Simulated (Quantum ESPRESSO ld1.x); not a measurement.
# Sr: atomic calculation

- system: Sr, configuration typed as [Kr] 5s2.
- method: radial all-electron Kohn-Sham run of Quantum ESPRESSO ld1.x with rel=2, dft='BLYP' as typed

### The input
```
 &input
    zed=38.0,
    iswitch=1,
    rel=2,
    dft='BLYP',
    config='[Kr] 5s2',
    lsmall=.true.,
    beta=0.005,
    prefix='ld1',
    max_out_wfc=37,
    file_charge='ld1.rho',
 /
```

Command:
```bash
OMP_NUM_THREADS=1 ld1.x < ld1.in > ld1.out
```

### The program's output
```
     Program LD1 v.7.5 starts

     --------------------------- All-electron run ----------------------------

     dirac relativistic calculation

     atomic number is 38.00
     dft =BLYP   lsd =0 sic =0 latt =0  beta=0.01 tr2=1.0E-14
     Exchange-correlation= BLYP
                           (   1   3   1   3   0   0   0)
     mesh =2031 r(mesh) =  99.72474 a.u. xmin = -8.00 dx = 0.00800
     1 Ry =  13.60569312 eV, c = 137.03599908

     n l j   nl                  e(Ry)          e(Ha)          e(eV)
     Spin orbit split results
     1 0 0.5 1S 1( 2.00)     -1171.1417      -585.5708    -15934.1943
     2 0 0.5 2S 1( 2.00)      -158.5377       -79.2689     -2157.0156
     2 1 0.5 2P 1( 2.00)      -144.2980       -72.1490     -1963.2746
     2 1 1.5 2P 1( 4.00)      -139.2666       -69.6333     -1894.8190
     3 0 0.5 3S 1( 2.00)       -24.4845       -12.2423      -333.1287
     3 1 0.5 3P 1( 2.00)       -19.3156        -9.6578      -262.8020
     3 1 1.5 3P 1( 4.00)       -18.5441        -9.2720      -252.3047
     4 0 0.5 4S 1( 2.00)        -2.9853        -1.4927       -40.6177
     4 1 0.5 4P 1( 2.00)        -1.7148        -0.8574       -23.3315
     4 1 1.5 4P 1( 4.00)        -1.6290        -0.8145       -22.1631
     3 2 1.5 3D 1( 4.00)        -9.4665        -4.7332      -128.7977
     3 2 2.5 3D 1( 6.00)        -9.3318        -4.6659      -126.9660
     5 0 0.5 5S 1( 2.00)        -0.2481        -0.1240        -3.3755
     Averaged results
     1 0     1S 1( 2.00)     -1171.1417      -585.5708    -15934.1943
     2 0     2S 1( 2.00)      -158.5377       -79.2689     -2157.0156
     2 1     2P 1( 6.00)      -140.9438       -70.4719     -1917.6376
     3 0     3S 1( 2.00)       -24.4845       -12.2423      -333.1287
     3 1     3P 1( 6.00)       -18.8012        -9.4006      -255.8038
     4 0     4S 1( 2.00)        -2.9853        -1.4927       -40.6177
     4 1     4P 1( 6.00)        -1.6576        -0.8288       -22.5525
     3 2     3D 1(10.00)        -9.3857        -4.6928      -127.6987
     5 0     5S 1( 2.00)        -0.2481        -0.1240        -3.3755

     final scf error:  5.3E-15 reached in 197 iterations

     Etot =   -6360.563955 Ry,   -3180.281977 Ha,  -86539.881254 eV

     Ekin =    6552.344744 Ry,    3276.172372 Ha,   89149.191827 eV
     Encl =  -15348.272843 Ry,   -7674.136422 Ha, -208823.890270 eV
     Eh   =    2646.491272 Ry,    1323.245636 Ha,   36007.348106 eV
     Exc  =    -211.127128 Ry,    -105.563564 Ha,   -2872.530917 eV

     normalization and overlap integrals

     s(1S/1S) =  1.000000  <r> =   0.0392  <r2> =    0.0021  r(max) =   0.0255
     s(1S/2S) =  0.000000
     s(1S/3S) = -0.000000
     s(1S/4S) =  0.000000
     s(1S/5S) =  0.000000
     s(2S/2S) =  1.000000  <r> =   0.1722  <r2> =    0.0350  r(max) =   0.1446
     s(2S/3S) =  0.000000
     s(2S/4S) = -0.000000
     s(2S/5S) =  0.000000
     s(2P/2P) =  1.000000  <r> =   0.1475  <r2> =    0.0267  r(max) =   0.1138
     s(2P/3P) =  0.000000
     s(2P/4P) =  0.000000
     s(2P/2P) =  1.000000  <r> =   0.1516  <r2> =    0.0281  r(max) =   0.1175
     s(2P/3P) =  0.000000
     s(2P/4P) = -0.000000
     s(3S/3S) =  1.000000  <r> =   0.4921  <r2> =    0.2782  r(max) =   0.4362
     s(3S/4S) =  0.000000
     s(3S/5S) = -0.000000
     s(3P/3P) =  1.000000  <r> =   0.4915  <r2> =    0.2823  r(max) =   0.4259
     s(3P/4P) =  0.000000
     s(3P/3P) =  1.000000  <r> =   0.5020  <r2> =    0.2943  r(max) =   0.4328
     s(3P/4P) =  0.000000
     s(4S/4S) =  1.000000  <r> =   1.3562  <r2> =    2.0934  r(max) =   1.1858
     s(4S/5S) =  0.000000
     s(4P/4P) =  1.000000  <r> =   1.5470  <r2> =    2.7640  r(max) =   1.3053
     s(4P/4P) =  1.000000  <r> =   1.5819  <r2> =    2.8910  r(max) =   1.3370
     s(3D/3D) =  1.000000  <r> =   0.4963  <r2> =    0.3005  r(max) =   0.3747
     s(3D/3D) =  1.000000  <r> =   0.5000  <r2> =    0.3049  r(max) =   0.3777
     s(5S/5S) =  1.000000  <r> =   4.3094  <r2> =   21.2613  r(max) =   3.6343

     ------------------------ End of All-electron run ------------------------
```

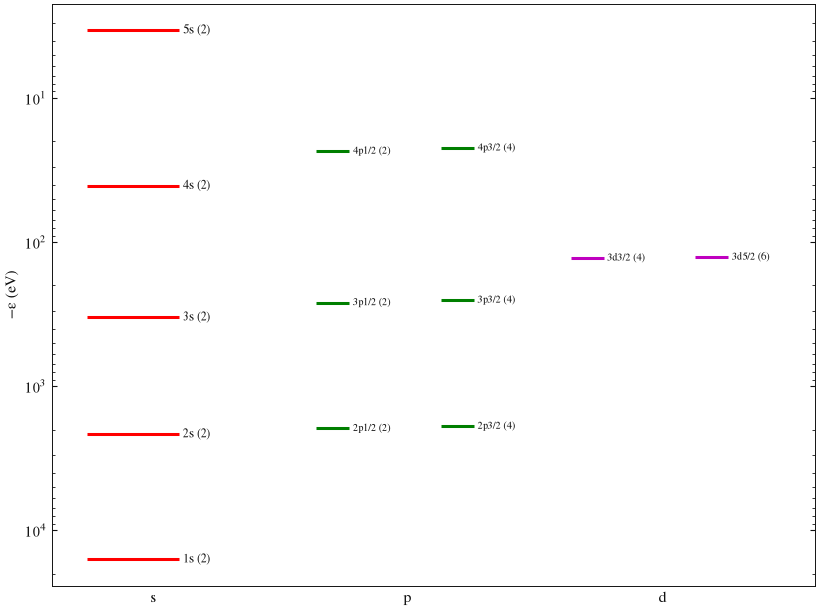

**Figure 1.** All occupied levels, on a logarithmic scale of binding energy, are drawn by angular momentum (occupations in brackets, the lower j at the left of each column). They are the filled levels of this odd run. The highest occupied level is 5s at −3.38 eV. The highest 6 occupied levels, from the top down, are 5s (−3.38 eV), 4p3/2 (−22.2 eV), 4p1/2 (−23.3 eV), 4s (−40.6 eV), 3d5/2 (−127.0 eV), 3d3/2 (−128.8 eV). Spin-orbit splittings: 4p 1.17 eV, 3d 1.83 eV, 3p 10.5 eV, 2p 68.5 eV.

### Outcome

| quantity | value |
| --- | --- |
| outcome | converged |
| total energy | −3180.2820 hartree |
| kinetic energy | 3276.1724 hartree |
| electron–nucleus energy | −7674.1364 hartree |
| Hartree energy | 1323.2456 hartree |
| exchange–correlation energy | −105.563564 hartree |
| SCF iterations | 197 |
| hardware | 1 CPU thread, shared host |
| wall time | 1.8 s |

### What is odd here

The input is odd on purpose: mixing too small. The program ran to the end, and its total energy equals that of the same run with the usual input (−3180.28198 hartree) within 10⁻⁵ hartree, so the oddity leaves no trace in it.
